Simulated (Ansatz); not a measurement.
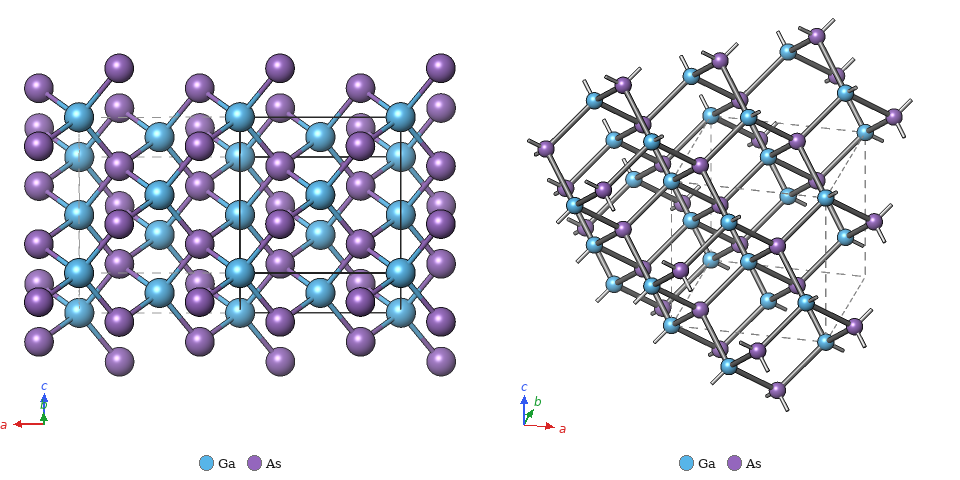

Left: the structure. Right: its underlying net. Nodes are coloured by element. Edges to nodes outside the piece are drawn as stubs.

GaAs (space group F-43m, No. 216): coordinates from a relaxation with Ansatz 0.2.0, DFT PBE, scalar-relativistic, plane waves, PAW.

Bonds are taken as As–Ga below 2.8 Å. Atoms with one bond or none are removed and atoms with two bonds are replaced by edges, until no such atom is left.

The result is a uninodal 4-connected, three-periodic net: Ga and As are 4-connected nodes. It is the dia net, known from diamond, zinc blende and cristobalite. It is a single net, without interpenetration.

```tsv
node	links	point symbol	coordination sequence
Ga and As	4	6^6	4 12 24 42 64 92 124 162
```
